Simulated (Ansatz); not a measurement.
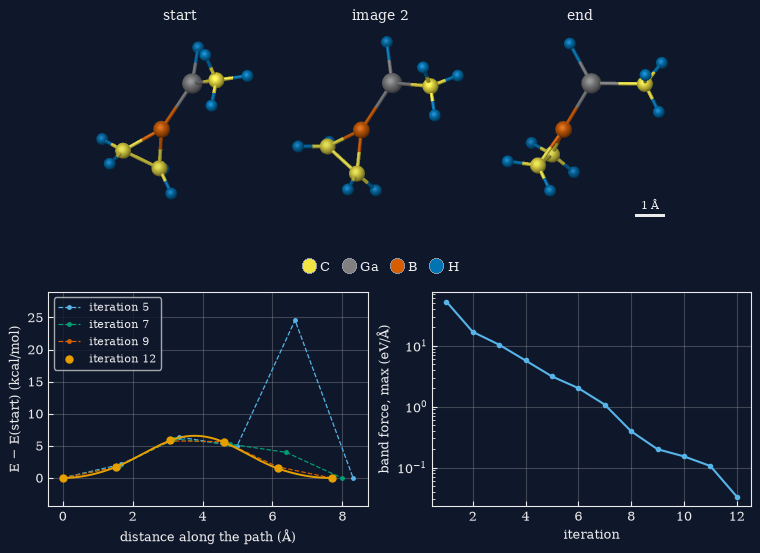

NEB run on C3H8BGa. Images are numbered from 0 (start) to 5 (end). The plot follows the band through its iterations. The picture is a ball-and-stick view, seen from a free direction.

Method: Ansatz, RKS B3LYP/def2-SVP. Set-up: 4 movable images; no climbing image; force threshold 0.05 eV/Å; iteration limit 60; starting path through a guess of the saddle point.

> How did the profile develop, and is the result final?

The run is converged, with reservations. The band converged in 12 iterations. The largest component of the band force went from 53 to 0.033 eV/Å. No image climbed, so the highest image needn't lie on the saddle point, and the true maximum along this path can be higher. The first iteration put the highest image at 674.44 kcal/mol. The two ends have the same energy, and the highest point, image 2, lies 5.83 kcal/mol above the start.
